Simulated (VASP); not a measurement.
# Lattice of Cr (Chromium) across functionals and dispersion corrections, part 4 of 4

How close do the usual functionals, with and without dispersion, come to the cell of Cr (Chromium)? The start is a cell from a database of measured crystal structures.

VASP 6.6.1, plane waves and PAW; the level of theory is named at each step.

So far. Step 8 (Relaxation with PBE): It ends at 11.53 Å³/atom, -3.9 % from the start, with -0.01 GPa left. The conventional cell has a = 2.846 Å. Against its usual tendency, PBE gives a cell smaller than the listed one. The moments are lost on the way, which shrinks a magnet's cell; a magnetic solution may have been missed. Step 9 (Relaxation with r2SCAN): It ends at 13.07 Å³/atom, +9.0 % from the start, with -0.01 GPa left. The conventional cell has a = 2.968 Å. The largest moment is 2.73 μB.

### Step 10. Relaxation with PBE + D3(BJ)

This step: PBE with D3(BJ), spin-polarised from an antiferromagnetic start; plane waves and PAW (Cr_pv) (VASP 6.6.1).

A dispersion term adds the long-range attraction that semilocal functionals lack. D3 with Becke-Johnson damping keeps a finite attraction at short range.

Contents of INCAR:

```
SYSTEM = Cr
PREC = Accurate
ENCUT = 520
EDIFF = 1E-06
NELM = 100
ISMEAR = -1
SIGMA = 0.05
LREAL = .FALSE.
ALGO = Normal
GGA = PE
IVDW = 12
NBANDS = 19
ISPIN = 2
MAGMOM = 0.24 -0.24
LASPH = .TRUE.
LMAXMIX = 4
LORBIT = 11
LWAVE = .FALSE.
LCHARG = .FALSE.
KPAR = 4
IBRION = 2
NSW = 60
ISIF = 3
EDIFFG = -0.01
```

Contents of POSCAR:

```
Cr
1.0
   -2.8839000000      2.8839000000      2.8839000000
    0.0000000000      0.0000000000      2.8839000000
    0.0000000000      2.8839000000      0.0000000000
Cr
2
Direct
    0.0000000000      0.0000000000      0.0000000000
    0.5000000000      0.0000000000      0.0000000000
```

Contents of KPOINTS:

```
Automatic mesh
0
Gamma
11 11 11
0 0 0
```

PAW data sets: Cr_pv (PBE family, release 64).

Started as:

```
> mpirun -np 4 vasp_std
```

The program printed:

```text
[... set-up lines as in an earlier step ...]
 entering main loop
       N       E                     dE             d eps       ncg     rms          rms(c)
[... 17 cycles as in an earlier step ...]
   1 F= -.19963550E+02 E0= -.19957386E+02  d E =-.199635E+02  mag=    -0.0000
[...]
2 F= -.19778619E+02 E0= -.19773213E+02  d E =0.184931E+00  mag=     0.0000
[...]
3 F= -.20046204E+02 E0= -.20040465E+02  d E =-.826540E-01  mag=     0.0000
[...]
4 F= -.20046292E+02 E0= -.20040561E+02  d E =-.827426E-01  mag=     0.0000
[...]
reached required accuracy - stopping structural energy minimisation
```

The job ended after 26 s (4 MPI ranks of Intel Xeon 6975P-C (Granite Rapids), shared host; peak memory 0.82 GiB).

From OUTCAR (step 10):

```text
 Edisp (eV)   -1.01873

 Edisp (eV)   -1.02087

  Total      -0.01802    -0.01802    -0.01802    -0.00000    -0.00000     0.00000
  in kB      -1.28674    -1.28674    -1.28674    -0.00000    -0.00000     0.00000
  external pressure =       -1.29 kB  Pullay stress =        0.00 kB

 POSITION                                       TOTAL-FORCE (eV/Angst)
 -----------------------------------------------------------------------------------
     -2.82038      5.64075      2.82038        -0.000000     -0.000000      0.000000
     -1.41019      1.41019      4.23056         0.000000      0.000000     -0.000000
 -----------------------------------------------------------------------------------
    total drift:                                0.000000     -0.000000      0.000000

  FREE ENERGIE OF THE ION-ELECTRON SYSTEM (eV)
  ---------------------------------------------------
  free  energy   TOTEN  =       -20.0462924831 eV

  energy  without entropy=      -20.0348298811  energy(sigma->0) =      -20.04056118

 magnetization (x)
# of ion       s       p       d       tot
------------------------------------------
    1        0.000   0.000   0.003   0.003
    2       -0.000  -0.000  -0.003  -0.003
--------------------------------------------------
tot          0.000   0.000   0.000   0.000

[... 2 parts as in an earlier step ...]

[... 2 further parts left out ...]
[key lines of the parts left out:]
E-fermi :  11.3842
```

Dispersion corrections of this kind ignore metallic screening and tend to overbind metals.

It ends at 11.22 Å³/atom, -6.5 % from the start, with -0.13 GPa left. The conventional cell has a = 2.820 Å. The moments are lost on the way, which shrinks a magnet's cell; a magnetic solution may have been missed. Against plain PBE, the dispersion term moves a by -0.9 %.

### Step 11. Relaxation with r2SCAN + rVV10

This step: r2SCAN with rVV10, spin-polarised from an antiferromagnetic start; plane waves and PAW (Cr_pv) (VASP 6.6.1).

LUSE_VDW switches on a nonlocal correlation term for dispersion.

INCAR: that of step 10 with these lines changed.

```diff
@@ -9,4 +9,8 @@
 ALGO = Normal
-GGA = PE
-IVDW = 12
+METAGGA = R2SCAN
+LUSE_VDW = .TRUE.
+IVDW_NL = 2
+BPARAM = 11.95
+CPARAM = 0.0093
+LASPH = .TRUE.
 NBANDS = 19
@@ -14,3 +18,2 @@
 MAGMOM = 0.24 -0.24
-LASPH = .TRUE.
 LMAXMIX = 4
```

POSCAR is that of step 10.

KPOINTS is that of step 10.

Started as:

```
> mpirun -np 4 vasp_std
```

The program printed:

```text
[banner, memory and clock lines left out]
running    4 mpi-ranks, on    1 nodes
[...]
|                                                                             |
|               ----> ADVICE to this user running VASP <----                  |
|                                                                             |
|     You have switched on vdW-DFT.                                           |
|     This routine was written and supplied by Jiri Klimes. We recommend      |
|     that you carefully read and cite the following publications:            |
|       J. Klimes, D.R. Bowler, A. Michelides                                 |
|          J. Phys.: Cond Matt. 22 022201 (2010)                              |
|       J. Klimes, D.R. Bowler, A. Michelides                                 |
|          Phys. Rev. B. 83, 195131 (2011)                                    |
|     and references therein.                                                 |
|                                                                             |

[...]
Total rVV10 correction in eV:      0.5439099    24.9892584
Total rVV10 correction in eV:      0.5439099    24.9892584
Total rVV10 correction in eV:      0.5439099    24.9892584
Total rVV10 correction in eV:      0.5439099    24.9892584
DAV:  11    -0.296011765320E+02   -0.30139E-05   -0.10910E-07  2200   0.276E-03    0.102E-03
Total rVV10 correction in eV:      0.5439100    24.9892584
Total rVV10 correction in eV:      0.5439100    24.9892584
Total rVV10 correction in eV:      0.5439100    24.9892584
Total rVV10 correction in eV:      0.5439100    24.9892584
DAV:  12    -0.296011761126E+02    0.41943E-06   -0.22879E-08  2170   0.110E-03
Total rVV10 correction in eV:      0.5439096    24.9892584
Total rVV10 correction in eV:      0.5439096    24.9892584
Total rVV10 correction in eV:      0.5439096    24.9892584
Total rVV10 correction in eV:      0.5439096    24.9892584
Total rVV10 correction in eV:      0.5439097    24.9892584
Total rVV10 correction in eV:      0.5439097    24.9892584
Total rVV10 correction in eV:      0.5439097    24.9892584
Total rVV10 correction in eV:      0.5439097    24.9892584
   3 F= -.29601176E+02 E0= -.29600449E+02  d E =-.466234E-01  mag=    -0.0000
[...]
reached required accuracy - stopping structural energy minimisation
```

Run time: 3.4 min. Hardware: 4 MPI ranks; peak memory 1.2 GiB; 14 min of CPU time.

OUTCAR, selected parts (step 11):

```text
  Total       -0.0067017     -0.0067017     -0.0067017     -0.0000000      0.0000000     -0.0000000
  in kB       -0.4170365     -0.4170365     -0.4170365     -0.0000000      0.0000000     -0.0000000
  external PRESSURE =      -0.4170365 kB  Pullay stress =       0.0000000 kB

 POSITION                                       TOTAL-FORCE (eV/Angst)
 -----------------------------------------------------------------------------------
     -0.00000      0.00000      0.00000         0.000000     -0.000000     -0.000000
     -1.47642      1.47642      1.47642        -0.000000      0.000000      0.000000
 -----------------------------------------------------------------------------------
    total drift:                                0.000000     -0.000000     -0.000000

  FREE ENERGIE OF THE ION-ELECTRON SYSTEM (eV)
  ---------------------------------------------------
  free  energy   TOTEN  =       -29.6011761126 eV

  energy  without entropy=      -29.5997215355  energy(sigma->0) =      -29.60044882

 magnetization (x)
# of ion       s       p       d       tot
------------------------------------------
    1        0.095   0.043   2.520   2.658
    2       -0.095  -0.043  -2.520  -2.658
--------------------------------------------------
tot          0.000  -0.000   0.000   0.000

[... 2 parts as in an earlier step ...]

[... 2 further parts left out ...]
[key lines of the parts left out:]
E-fermi :   9.8422
```

Spin moment in the PAW sphere by atom:

```
atom  spin moment in the PAW sphere (μB)
 Cr1                                2.66
 Cr2                               -2.66
```

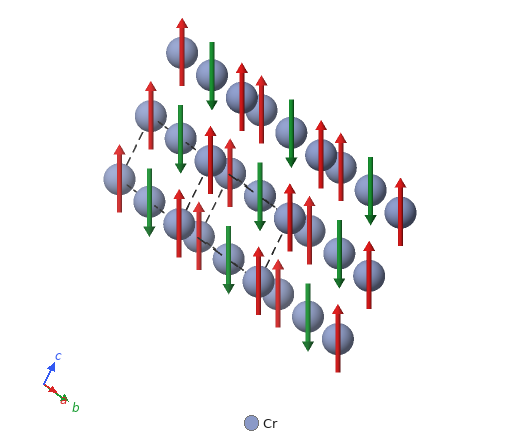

Spin moment in the PAW sphere as arrows, the longest 2.66 μB. Up and down stand for the sign. Arrows give size and sign along the axis of quantisation, drawn up and down the page. The two directions have two colours. 1×2×2 cells are drawn. Some periodic images of atoms are drawn too.

It ends at 12.87 Å³/atom, +7.3 % from the start, with -0.04 GPa left. The conventional cell has a = 2.953 Å. The largest moment is 2.66 μB. Against plain r2SCAN, the dispersion term moves a by -0.5 %.

### Step 12. Relaxation with SCAN

This step: SCAN, spin-polarised from an antiferromagnetic start; plane waves and PAW (Cr_pv) (VASP 6.6.1).

SCAN adds the kinetic-energy density; it is numerically more delicate than r2SCAN.

INCAR: that of step 11 with these lines changed.

```diff
@@ -9,7 +9,3 @@
 ALGO = Normal
-METAGGA = R2SCAN
-LUSE_VDW = .TRUE.
-IVDW_NL = 2
-BPARAM = 11.95
-CPARAM = 0.0093
+METAGGA = SCAN
 LASPH = .TRUE.
```

POSCAR is that of step 11.

KPOINTS is that of step 11.

Started as:

```
> mpirun -np 4 vasp_std
```

The program printed:

```text
[... set-up lines as in an earlier step ...]
 entering main loop
       N       E                     dE             d eps       ncg     rms          rms(c)
DAV:   1     0.226783957769E+03    0.22678E+03   -0.14273E+04  4256   0.158E+03
DAV:   2    -0.364196603497E+02   -0.26320E+03   -0.25753E+03  4298   0.452E+02
DAV:   3    -0.453705999897E+02   -0.89509E+01   -0.87860E+01  4683   0.987E+01
DAV:   4    -0.455296180111E+02   -0.15902E+00   -0.15856E+00  5656   0.121E+01
[...]
DAV:  28    -0.372338792746E+02    0.23564E-05   -0.70355E-08  2170   0.234E-03    0.514E-04
DAV:  29    -0.372338816858E+02   -0.24113E-05   -0.32706E-08  2152   0.148E-03    0.770E-04
DAV:  30    -0.372338814516E+02    0.23420E-06   -0.13447E-08  2128   0.797E-04
   1 F= -.37233881E+02 E0= -.37231970E+02  d E =-.372339E+02  mag=    -0.0000
[...]
2 F= -.37267575E+02 E0= -.37266594E+02  d E =-.336935E-01  mag=     0.0000
[...]
3 F= -.37270604E+02 E0= -.37269303E+02  d E =-.367225E-01  mag=     0.0000
[...]
4 F= -.37270511E+02 E0= -.37269186E+02  d E =-.366293E-01  mag=    -0.0000
[...]
reached required accuracy - stopping structural energy minimisation
```

The job ended after 2.2 min (4 MPI ranks; peak memory 0.83 GiB).

Parts of OUTCAR (step 12):

```text
  Total        0.0002615      0.0002615      0.0002615     -0.0000000     -0.0000000     -0.0000000
  in kB        0.0164145      0.0164145      0.0164145     -0.0000000     -0.0000000     -0.0000000
  external PRESSURE =       0.0164145 kB  Pullay stress =       0.0000000 kB

 POSITION                                       TOTAL-FORCE (eV/Angst)
 -----------------------------------------------------------------------------------
     -0.00000      0.00000      0.00000        -0.000000     -0.000000      0.000000
     -1.47210      1.47210      1.47210         0.000000      0.000000     -0.000000
 -----------------------------------------------------------------------------------
    total drift:                                0.000000     -0.000000     -0.000000

  FREE ENERGIE OF THE ION-ELECTRON SYSTEM (eV)
  ---------------------------------------------------
  free  energy   TOTEN  =       -37.2705107374 eV

  energy  without entropy=      -37.2678616981  energy(sigma->0) =      -37.26918622

 magnetization (x)
# of ion       s       p       d       tot
------------------------------------------
    1        0.055   0.043   2.435   2.533
    2       -0.055  -0.043  -2.435  -2.533
--------------------------------------------------
tot          0.000   0.000   0.000   0.000

[... 2 parts as in an earlier step ...]

[... 2 further parts left out ...]
[key lines of the parts left out:]
E-fermi :   9.8538
```

It ends at 12.76 Å³/atom, +6.4 % from the start, with 0.00 GPa left. The conventional cell has a = 2.944 Å. The largest moment is 2.53 μB.

### Step 13. Relaxation with revPBE + D3(BJ)

This step: revPBE with D3(BJ), spin-polarised from an antiferromagnetic start; plane waves and PAW (Cr_pv) (VASP 6.6.1).

revPBE by itself binds more weakly than PBE and expands cells; dispersion terms fitted to it are the larger for that.

INCAR: that of step 12 with these lines changed.

```diff
@@ -9,4 +9,4 @@
 ALGO = Normal
-METAGGA = SCAN
-LASPH = .TRUE.
+GGA = RE
+IVDW = 12
 NBANDS = 19
@@ -14,2 +14,3 @@
 MAGMOM = 0.24 -0.24
+LASPH = .TRUE.
 LMAXMIX = 4
```

POSCAR is that of step 12.

KPOINTS is that of step 12.

Started as:

```
> mpirun -np 4 vasp_std
```

The program printed:

```text
[... set-up lines as in an earlier step ...]
 entering main loop
       N       E                     dE             d eps       ncg     rms          rms(c)
DAV:   1     0.241273141406E+03    0.24127E+03   -0.14002E+04  4256   0.154E+03
DAV:   2    -0.132294121556E+02   -0.25450E+03   -0.24897E+03  4321   0.439E+02
DAV:   3    -0.214131445474E+02   -0.81837E+01   -0.80682E+01  4522   0.936E+01
DAV:   4    -0.215408915157E+02   -0.12775E+00   -0.12762E+00  5609   0.108E+01
[...]
DAV:  18    -0.181992272294E+02    0.78940E-08   -0.44282E-05  4654   0.749E-02    0.235E-02
DAV:  19    -0.181992243626E+02    0.28668E-05   -0.26756E-05  4915   0.547E-02    0.141E-03
DAV:  20    -0.181992245848E+02   -0.22215E-06   -0.11487E-06  2779   0.938E-03
   1 F= -.20018538E+02 E0= -.20012378E+02  d E =-.200185E+02  mag=    -0.0000
[... from here on, the cycles between the ionic steps are left out ...]
   2 F= -.19762806E+02 E0= -.19757690E+02  d E =0.255732E+00  mag=    -0.0000
   3 F= -.20130708E+02 E0= -.20125036E+02  d E =-.112171E+00  mag=     0.0000
   4 F= -.20130867E+02 E0= -.20125204E+02  d E =-.112330E+00  mag=     0.0000
   5 F= -.20130833E+02 E0= -.20125175E+02  d E =-.112296E+00  mag=    -0.0000
   6 F= -.20130844E+02 E0= -.20125178E+02  d E =-.109651E-04  mag=    -0.0000
   7 F= -.20130865E+02 E0= -.20125202E+02  d E =-.319771E-04  mag=    -0.0000
[...]
reached required accuracy - stopping structural energy minimisation
```

Wall time 43 s (4 MPI ranks); peak memory 0.84 GiB.

Parts of OUTCAR (step 13):

```text
 Edisp (eV)   -1.97221

 Edisp (eV)   -1.97431

  Total      -0.00599    -0.00599    -0.00599     0.00000     0.00000     0.00000
  in kB      -0.43267    -0.43267    -0.43267     0.00000     0.00000     0.00000
  external pressure =       -0.43 kB  Pullay stress =        0.00 kB

 POSITION                                       TOTAL-FORCE (eV/Angst)
 -----------------------------------------------------------------------------------
     -0.00000      0.00000      0.00000         0.000000      0.000000      0.000000
     -1.40499      1.40499      1.40499        -0.000000     -0.000000     -0.000000
 -----------------------------------------------------------------------------------
    total drift:                                0.000000     -0.000000     -0.000000

  FREE ENERGIE OF THE ION-ELECTRON SYSTEM (eV)
  ---------------------------------------------------
  free  energy   TOTEN  =       -20.1308654705 eV

  energy  without entropy=      -20.1195386946  energy(sigma->0) =      -20.12520208

 magnetization (x)
# of ion       s       p       d       tot
------------------------------------------
    1        0.000  -0.000   0.000   0.000
    2       -0.000   0.000  -0.000  -0.000
--------------------------------------------------
tot          0.000   0.000   0.000   0.000

[... 2 parts as in an earlier step ...]

[... 2 further parts left out ...]
[key lines of the parts left out:]
E-fermi :  11.6269
```

It ends at 11.09 Å³/atom, -7.5 % from the start, with -0.04 GPa left. The conventional cell has a = 2.810 Å. The moments are lost on the way, which shrinks a magnet's cell; a magnetic solution may have been missed.

### Step 14. The cells as a table

This step: relaxed cells at several levels; plane waves and PAW (VASP 6.6.1).

No new run; the numbers come from the runs before.

Lengths are those of the conventional cell; cost is the wall time of each run, as given at its step, times its ranks, without the set-up around it. Results by level, by row:

```
          level  volume (Å³/atom)  change from the start (%)  a (Å)  largest site moment (μB)  cost (core minutes)
            LDA             10.84                       -9.6  2.789                         0                 2.07
         PBEsol             11.12                       -7.2  2.812                     0.001                 2.73
            PBE             11.53                       -3.9  2.846                     0.005                 1.93
         r2SCAN             13.07                          9  2.968                      2.73                 7.53
   PBE + D3(BJ)             11.22                       -6.5   2.82                     0.003                 1.73
 r2SCAN + rVV10             12.87                        7.3  2.953                     2.658                 13.7
           SCAN             12.76                        6.4  2.944                     2.533                  8.8
revPBE + D3(BJ)             11.09                       -7.5   2.81                         0                 2.87
```

### Step 15. Summary of results

```yaml
volume_lda: 10.84 Å³/atom
volume_pbesol: 11.12 Å³/atom
volume_pbe: 11.53 Å³/atom
volume_r2scan: 13.07 Å³/atom
volume_pbe_d3_bj: 11.22 Å³/atom
volume_r2scan_rvv10: 12.87 Å³/atom
volume_scan: 12.76 Å³/atom
volume_revpbe_d3_bj: 11.09 Å³/atom
```

In words: For Cr (Chromium) the levels give volumes between 10.84 Å³/atom (LDA) and 13.07 Å³/atom (r2SCAN), a spread of 20.6 %, while the cost of the finished runs spans a factor of 7.9. Against the volume of the start, a cell from experiment, PBE comes nearest (-3.9 %) and LDA lies farthest (-9.6 %); thermal expansion is in that cell alone. The costs hold the number of ionic steps as well as the price of the functional. SCAN-type functionals tend to overstate the moments of itinerant magnets. LDA, PBEsol, PBE, PBE + D3(BJ) and revPBE + D3(BJ) ended without moments and the others with them, so the comparison mixes magnetic states. Adding D3(BJ) to PBE changes the volume by -2.7 % (a by -0.9 %). Adding rVV10 to r2SCAN changes the volume by -1.5 % (a by -0.5 %). Pairwise corrections of the D and TS kind ignore the screening in a metal, so they may overbind here. Within 0.02 Å all end in space group Im-3m; the runs can't lower the symmetry of the start. Only a few collinear orders were tried, on the cell as listed. The largest site moment differs between levels, from 0.00 μB (LDA) to 2.73 μB (r2SCAN); larger moments and larger volumes go together in magnets, so the two can't be judged apart. Each is a single relaxation on the plane waves of the start cell, so larger changes of volume carry a basis-set error that was not tested here. Zero-point and thermal expansion are not included.

[Lines on the potential files, build, host, timing and source positions are cut from VASP's logs without a mark.]

[Logs are printed without paths, hosts, clocks, repeated set-up lines and the standing remarks that a program may print on its own settings, such as how far it seeks lower states.]

[Hosts, paths, dates, database ids (printed as entryN), source tags and the programs' standing remarks are cut or masked in the printed files.]

[A measured line is paired with the nearest computed mode of its activity, which favours agreement.]
